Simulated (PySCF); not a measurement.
```yaml
atoms:
  - { symbol: N, position_ang: [-2.6629, 1.0858, 0.2941] }
  - { symbol: Si, position_ang: [-1.9195, -0.4266, -0.0761] }
  - { symbol: C, position_ang: [-0.0589, -0.4001, -0.0568] }
  - { symbol: C, position_ang: [1.1516, -0.3485, -0.0348] }
  - { symbol: Si, position_ang: [2.9980, -0.2864, -0.0072] }
  - { symbol: H, position_ang: [-2.5790, 1.8438, -0.3639] }
  - { symbol: H, position_ang: [-2.5899, 1.4452, 1.2322] }
  - { symbol: H, position_ang: [-2.3741, -1.3517, 0.9635] }
  - { symbol: H, position_ang: [-2.3554, -0.7560, -1.4340] }
  - { symbol: H, position_ang: [3.4320, 0.0736, 1.3465] }
  - { symbol: H, position_ang: [3.5149, -1.6071, -0.3772] }
  - { symbol: H, position_ang: [3.4444, 0.7273, -0.9684] }
```

Geometry: GFN2-xTB.

The calculation used PBE0/pcSseg-1, SCF density, gas phase, non-relativistic in PySCF 2.14.0.

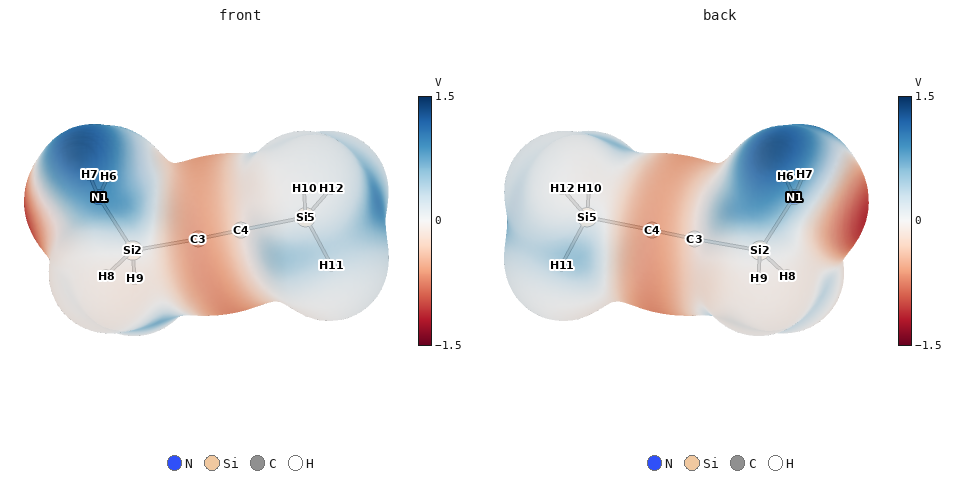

C2H7NSi2. The molecular electrostatic potential painted on the density surface at 0.001 e/bohr³, seen from the front and from behind; the colour scale runs from red (negative) to blue (positive).

Where is the surface potential most negative and most positive?

The most negative region (about −1.1 V) lies over N1, the most positive (about +1.3 V) over H6 and H7. N1 is the likeliest acceptor of a hydrogen bond.

What dipole moment does the calculation give?

Its dipole moment is 1.23 D.
